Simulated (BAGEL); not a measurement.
**CF (SMILES [C]F): NEVPT2(11,8)/cc-pVTZ (density fitting with cc-pvqz-jkfit)**

What is the vertical doublet–quartet gap of CF at NEVPT2(11,8)/cc-pVTZ (density fitting with cc-pvqz-jkfit)? 

The calculation is run with BAGEL 1.2.2.

1 further run of the same task is left out (set aside as unsound or not needed).

**1. The structure to begin with**

CF: 2 atoms, total charge 0, spin state doublet. SMILES: `[C]F`. Geometry: relaxed at PBE0-D4/def2-TZVP.

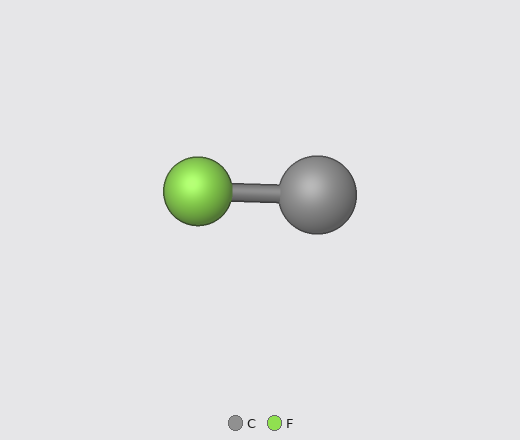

The structure, seen from a chosen angle (carbon grey, fluorine green).

**2. The energy at NEVPT2(11,8)/cc-pVTZ (density fitting with cc-pvqz-jkfit)**

Contents of job.json:

```json
{ "bagel": [

{
  "title": "molecule",
  "basis": "cc-pvtz.json",
  "df_basis": "cc-pvqz-jkfit",
  "angstrom": true,
  "geometry": [
    { "atom": "C", "xyz": [       0.000000,       0.000000,       0.003080 ] },
    { "atom": "F", "xyz": [       0.000000,       0.000000,       1.271320 ] }
  ]
},

{
  "title": "hf",
  "charge": 1
},

{
  "title": "casscf",
  "nstate": 1,
  "nact": 8,
  "nclosed": 2,
  "nspin": 1,
  "maxiter": 200,
  "natocc": true
},

{
  "title": "nevpt2",
  "nstate": 1,
  "nact": 8,
  "nclosed": 2,
  "nspin": 1,
  "maxiter": 200,
  "natocc": true,
  "ncore": 2
},

{
  "title": "print",
  "file": "orbitals.molden",
  "orbitals": true
}

]}
```

The basis set cc-pVTZ is read from a file made from the Basis Set Exchange's data (not shown).

Launch:

```bash
$ BAGEL_NUM_THREADS=1 BAGEL job.json > job.out
```

The log of the run:

```text
* using 1 threads per process

  ===============================================================
  ===============================================================

  *** Geometry ***

  { "atom" : "C", "xyz" : [      0.000000,      0.000000,      0.005820 ] },
  { "atom" : "F", "xyz" : [      0.000000,      0.000000,      2.402447 ] },

  Number of auxiliary basis functions:      212

  Since a DF basis is specified, we compute 2- and 3-index integrals:
    o Being stored without compression. Storage requirement is 0.006 GB

  Number of basis functions:       60
  Number of electrons      :       15

    * METHOD: MOLECULE                             0.03

  *** RHF ***

  === Nuclear Repulsion ===
    22.5316733238

      * DIIS with orbital gradients will be used.

  === RHF iteration (cc-pvtz.json) ===
      0       -136.70256580          0.03281680           0.00
      1       -136.74600250          0.03360817           0.01
      2       -136.87318817          0.00183947           0.01
      3       -136.87452207          0.00073120           0.01
      4       -136.87472500          0.00022254           0.01
      5       -136.87474496          0.00005895           0.01
      6       -136.87474588          0.00000786           0.01
      7       -136.87474590          0.00000115           0.01
      8       -136.87474590          0.00000009           0.01
      9       -136.87474590          0.00000001           0.01
     10       -136.87474590          0.00000000           0.01
    * SCF iteration converged.

    * Permanent dipole moment:
           (   -0.000000,     0.000000,     0.845311) a.u.

    * METHOD: HF                                   0.09

  ---------------------------
      CASSCF calculation
  ---------------------------

    * nstate   :      1
    * nclosed  :      2
    * nact     :      8
    * nvirt    :     50
  === CASSCF iteration (cc-pvtz.json) ===

    * Using the second-order algorithm

      0  0      -137.21816825     2.76e-02      0.02

      1  0      -137.26925335     4.32e-03      0.07

      2  0      -137.28645594     2.65e-03      0.07

      3  0      -137.28928634     1.49e-03      0.07

      4  0      -137.29071971     1.04e-03      0.07

      5  0      -137.29185928     7.04e-04      0.07

      6  0      -137.29260179     4.56e-04      0.07

      7  0      -137.29295768     3.59e-04      0.07

      8  0      -137.29309522     2.96e-04      0.07

      9  0      -137.29314328     2.20e-04      0.07

     10  0      -137.29315948     1.48e-04      0.07

     11  0      -137.29316487     9.42e-05      0.07

     12  0      -137.29316665     5.75e-05      0.07

     13  0      -137.29316724     3.42e-05      0.07

     14  0      -137.29316744     2.01e-05      0.07

     15  0      -137.29316750     1.17e-05      0.07

     16  0      -137.29316752     6.75e-06      0.07

     17  0      -137.29316753     3.89e-06      0.08

     18  0      -137.29316753     2.23e-06      0.08

     19  0      -137.29316753     1.28e-06      0.07

     20  0      -137.29316753     7.36e-07      0.07

     21  0      -137.29316753     4.22e-07      0.07

     22  0      -137.29316753     2.42e-07      0.07

     23  0      -137.29316753     1.38e-07      0.06

     24  0      -137.29316753     7.93e-08      0.07

     25  0      -137.29316753     4.54e-08      0.07

     26  0      -137.29316753     2.60e-08      0.06

     27  0      -137.29316753     1.49e-08      0.05

     28  0      -137.29316753     8.54e-09      0.06

    * Second-order optimization converged. *

     guess   0:   closed 11111...             open .....1..

  === FCI iteration ===

      0  0      -137.21531425     1.17e-02      0.00
      1  0      -137.28594074     3.99e-03      0.00
      2  0      -137.29247463     1.15e-03      0.00
      3  0      -137.29312132     2.66e-04      0.00
      4  0      -137.29316255     8.46e-05      0.00
      5  0      -137.29316706     2.41e-05      0.00
      6  0      -137.29316749     8.12e-06      0.00
      7  0      -137.29316753     2.14e-06      0.00
      8  0      -137.29316753     3.96e-07      0.00
      9  0      -137.29316753     9.06e-08      0.00
     10  0      -137.29316753     1.71e-08      0.00
     11  0      -137.29316753     4.00e-09      0.00
     12  0      -137.29316753     8.75e-10      0.00
     13  0      -137.29316753     1.71e-10      0.00
     14  0 *    -137.29316753     3.42e-11      0.00

     * ci vector, state   0, <S^2> = 0.7500
       22222a..     0.9848878349
       2222.a2.     0.0786248249
       222.2a.2     0.0721024245
       222baaba    -0.0537288881
       222abaab    -0.0535537688

    * METHOD: CASSCF                               1.98

    * freezing 2 orbitals

  === DF-NEVPT2 calculation ===

    * 3-index integral transformation done
    * assembly done

      NEVPT2 correlation energy:   -0.2570392871      0.03

          (+0)      0.0000000000
          (+0)'     0.0000000000
          (+1)      0.0000000000
          (+1)'     0.0000000000
          (+2)      0.0000000000
          (-1)      0.0000000000
          (-1)'    -0.0901172824
          (-2)     -0.1669220047

      NEVPT2 total energy:       -137.5502068173

    * METHOD: NEVPT2                               7.76

    * METHOD: PRINT                                0.01

  ===============================================================
```

It took 10 s on 1 thread of Arm Neoverse V1, shared host; peak memory 0.48 GiB.

**3. The quartet at the same level**

Contents of input.json:

```json
{ "bagel": [

{
  "title": "molecule",
  "basis": "cc-pvtz.json",
  "df_basis": "cc-pvqz-jkfit",
  "angstrom": true,
  "geometry": [
    { "atom": "C", "xyz": [       0.000000,       0.000000,       0.003080 ] },
    { "atom": "F", "xyz": [       0.000000,       0.000000,       1.271320 ] }
  ]
},

{
  "title": "hf",
  "charge": 1
},

{
  "title": "casscf",
  "nstate": 1,
  "nact": 8,
  "nclosed": 2,
  "nspin": 3,
  "maxiter": 200,
  "natocc": true
},

{
  "title": "nevpt2",
  "nstate": 1,
  "nact": 8,
  "nclosed": 2,
  "nspin": 3,
  "maxiter": 200,
  "natocc": true,
  "ncore": 2
},

{
  "title": "print",
  "file": "orbitals.molden",
  "orbitals": true
}

]}
```

The basis set cc-pVTZ is read from a file made from the Basis Set Exchange's data (not shown).

Launch:

```bash
$ BAGEL_NUM_THREADS=1 BAGEL input.json > input.out
```

The log of the run:

```text
* using 1 threads per process

  ===============================================================
  ===============================================================

  *** Geometry ***

  { "atom" : "C", "xyz" : [      0.000000,      0.000000,      0.005820 ] },
  { "atom" : "F", "xyz" : [      0.000000,      0.000000,      2.402447 ] },

  Number of auxiliary basis functions:      212

  Since a DF basis is specified, we compute 2- and 3-index integrals:
    o Being stored without compression. Storage requirement is 0.006 GB

  Number of basis functions:       60
  Number of electrons      :       15

    * METHOD: MOLECULE                             0.03

  *** RHF ***

  === Nuclear Repulsion ===
    22.5316733238

      * DIIS with orbital gradients will be used.

  === RHF iteration (cc-pvtz.json) ===
      0       -136.70256580          0.03281680           0.00
      1       -136.74600250          0.03360817           0.01
      2       -136.87318817          0.00183947           0.01
      3       -136.87452207          0.00073120           0.01
      4       -136.87472500          0.00022254           0.01
      5       -136.87474496          0.00005895           0.01
      6       -136.87474588          0.00000786           0.01
      7       -136.87474590          0.00000115           0.01
      8       -136.87474590          0.00000009           0.01
      9       -136.87474590          0.00000001           0.01
     10       -136.87474590          0.00000000           0.01
    * SCF iteration converged.

    * Permanent dipole moment:
           (   -0.000000,     0.000000,     0.845311) a.u.

    * METHOD: HF                                   0.10

  ---------------------------
      CASSCF calculation
  ---------------------------

    * nstate   :      1
    * nclosed  :      2
    * nact     :      8
    * nvirt    :     50
  === CASSCF iteration (cc-pvtz.json) ===

    * Using the second-order algorithm

      0  0      -137.11531228     2.51e-02      0.01

      1  0      -137.15608123     2.19e-03      0.06

      2  0      -137.17134477     9.60e-04      0.06

      3  0      -137.17166308     2.48e-04      0.06

      4  0      -137.17168836     1.01e-04      0.06

      5  0      -137.17169161     4.12e-05      0.06

      6  0      -137.17169206     1.67e-05      0.08

      7  0      -137.17169213     6.70e-06      0.06

      8  0      -137.17169213     2.67e-06      0.06

      9  0      -137.17169214     1.06e-06      0.06

     10  0      -137.17169214     4.17e-07      0.07

     11  0      -137.17169214     1.63e-07      0.06

     12  0      -137.17169214     6.36e-08      0.06

     13  0      -137.17169214     2.47e-08      0.05

     14  0      -137.17169214     9.58e-09      0.05

    * Second-order optimization converged. *

     guess   0:   closed 1111....             open ....111.

  === FCI iteration ===

      0  0      -137.13607247     1.25e-02      0.00
      1  0      -137.16870996     3.60e-03      0.00
      2  0      -137.17146276     9.78e-04      0.00
      3  0      -137.17168055     2.33e-04      0.00
      4  0      -137.17169108     6.75e-05      0.00
      5  0      -137.17169202     2.27e-05      0.00
      6  0      -137.17169212     6.69e-06      0.00
      7  0      -137.17169214     1.73e-06      0.00
      8  0      -137.17169214     5.47e-07      0.00
      9  0      -137.17169214     1.85e-07      0.00
     10  0      -137.17169214     4.84e-08      0.00
     11  0      -137.17169214     1.04e-08      0.00
     12  0      -137.17169214     2.20e-09      0.00
     13  0      -137.17169214     4.97e-10      0.00
     14  0 *    -137.17169214     9.29e-11      0.00

     * ci vector, state   0, <S^2> = 3.7500
       2222aaa.    -0.9920660065
       222.aaa2    -0.0754626291

    * METHOD: CASSCF                               0.91

    * freezing 2 orbitals

  === DF-NEVPT2 calculation ===

    * 3-index integral transformation done
    * assembly done

      NEVPT2 correlation energy:   -0.2586561906      0.03

          (+0)      0.0000000000
          (+0)'     0.0000000000
          (+1)      0.0000000000
          (+1)'     0.0000000000
          (+2)      0.0000000000
          (-1)      0.0000000000
          (-1)'    -0.0723249813
          (-2)     -0.1863312093

      NEVPT2 total energy:       -137.4303483268

    * METHOD: NEVPT2                               7.59

    * METHOD: PRINT                                0.01

  ===============================================================
```

Wall time 9 s (1 thread of Arm Neoverse V1, shared host); peak memory 0.46 GiB.

**4. Outcome**

Level: NEVPT2(11,8)/cc-pVTZ (density fitting with cc-pvqz-jkfit), 2 core orbitals frozen.

```
                                        quantity          value
                           doublet: total energy  -137.55021 Eh
                           quartet: total energy  -137.43035 Eh
vertical energy of the quartet above the doublet       3.262 eV
```

What this shows: At this shape the quartet lies 3.26 eV (315 kJ/mol) above the doublet.
